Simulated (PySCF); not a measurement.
# ClFLi: the cost of one run

Programs: PySCF 2.14.0. All values are calculated, for the isolated system unless a continuum is named. Atoms count from 0, parts from 1.

### 1 Starting point

3 atoms, charge -1, multiplicity 1; geometry: GFN2-xTB. Parts: 1 = atoms 0–1, `[Li][Cl]`, charge 0; 2 = atom 2, `[F-]`, charge -1.

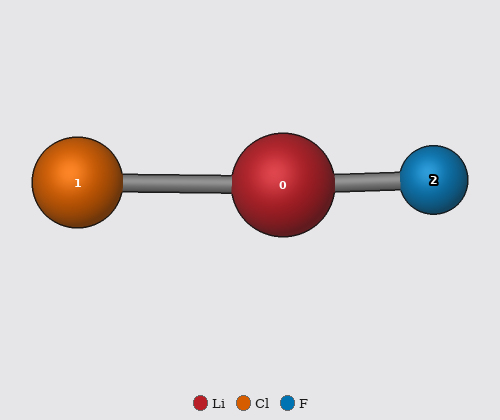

The starting geometry (lithium red, chlorine orange, fluorine blue), atoms numbered.

### 2 Optimising the geometry at PBE0-D3(BJ)/def2-SVPD

The job: settings as JSON, then the geometry in Å.

```
{"job": {"xc": "PBE0", "basis": "def2-SVPD", "d3": "d3bj", "grid": 2, "kind": "geom", "shake": 0.01}, "charge": -1, "multiplicity": 1, "parts": [{"atoms": "0-1", "charge": 0, "multiplicity": 1}, {"atoms": "2-2", "charge": -1, "multiplicity": 1}]}
Li     0.594121     0.157554    -0.992103
Cl    -0.480715     0.094431     0.886861
F      1.326979     0.243349    -2.395244
```

Run with:

```sh
OMP_NUM_THREADS=1 python cluster_run.py task.json out
```

The driver reads the jobs from task.json and runs them one after another.

Q: Estimate the wall time and peak memory of this first job on 1 thread of Arm Neoverse V2, shared host.

About 9.3 s, with a peak of 0.3 GiB.
